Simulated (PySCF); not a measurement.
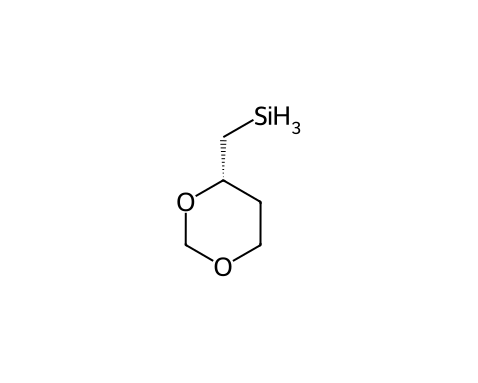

Figure made from data computed with PySCF.

Skeletal drawing of a molecule.

Transcribe the drawing into SMILES.

[SiH3]C[C@@H]1CCOCO1

Give the formula, hydrogens included.

C5H12O2Si.

An optimisation with PBE0-D3(BJ)/def2-SVP gave a structure of which point group?

C1.
